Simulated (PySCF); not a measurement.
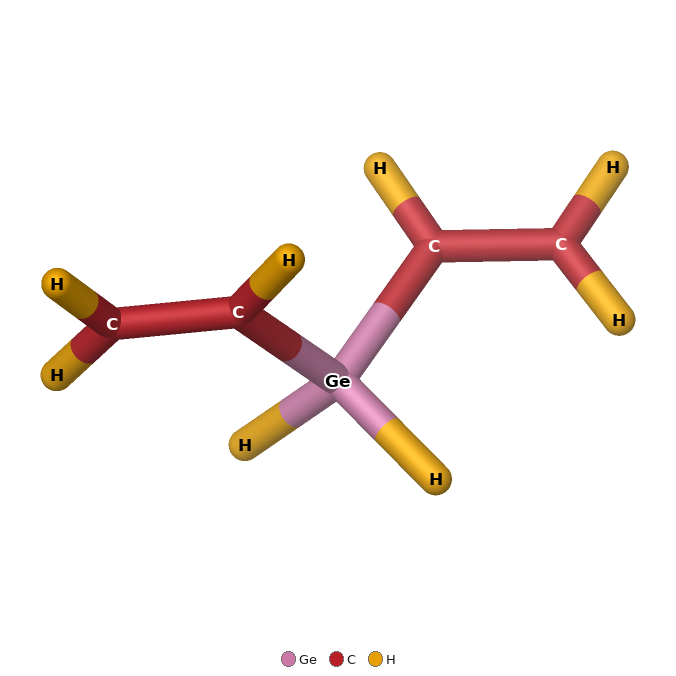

Rendered structure (stick style).

The computed structure is the end point of a PBE0-D3(BJ)/def2-SVP optimisation. No frequency run is at hand to confirm it as a minimum.

What does the picture show?

It has 13 atoms: 4 carbon, 8 hydrogen and 1 germanium (C₄H₈Ge). SMILES: `C=[CH][GeH2][CH]=C`. Among its groups: alkene. Coordination: 1 Ge tetrahedral; 4 C trigonal planar.
